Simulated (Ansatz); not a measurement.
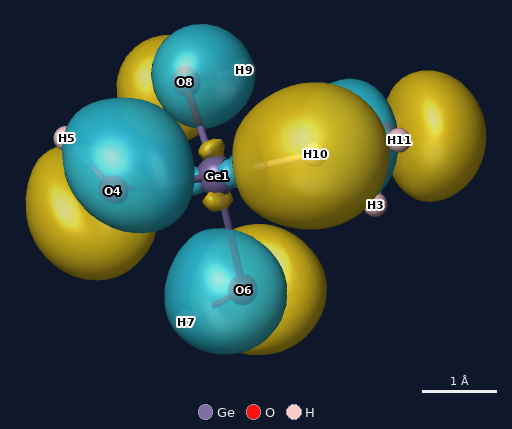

Figure 1: GeH$_{4}$O$_{3}$···H$_{2}$O. The HOMO−1 at ±0.08 Å⁻³ᐟ² (yellow and cyan are the two phases), seen at a tilt.

Not at a stationary point (largest force 1.0 eV/Å).

Method: Ansatz, RKS B3LYP/def2-SVP.

```yaml
atoms:
  - { symbol: Ge, position_ang: [0.4789, 0.1450, -0.1991] }
  - { symbol: O, position_ang: [-0.7742, 0.0501, 2.4872] }
  - { symbol: H, position_ang: [-1.3994, 0.6059, 1.9914] }
  - { symbol: O, position_ang: [1.3012, 0.1145, -1.7644] }
  - { symbol: H, position_ang: [1.5006, -0.7935, -2.0342] }
  - { symbol: O, position_ang: [-0.9523, 1.2062, -0.2959] }
  - { symbol: H, position_ang: [-1.4685, 1.0734, -1.1045] }
  - { symbol: O, position_ang: [0.0429, -1.5356, 0.1479] }
  - { symbol: H, position_ang: [-0.3598, -1.5356, 1.0357] }
  - { symbol: H, position_ang: [1.2788, 0.7942, 0.9548] }
  - { symbol: H, position_ang: [0.0723, 0.5431, 2.3649] }
```

What is the character of this orbital?

Answer. By Hirshfeld shares it lies mainly on O4 (about 30 %), O6 (about 20 %), O2 (about 20 %), Ge1 (about 10 %), H10 (about 10 %) and O8 (about 10 %); largely a combination of lone pairs on O4, O6, O2 and O8. Its energy is −8.44 eV.
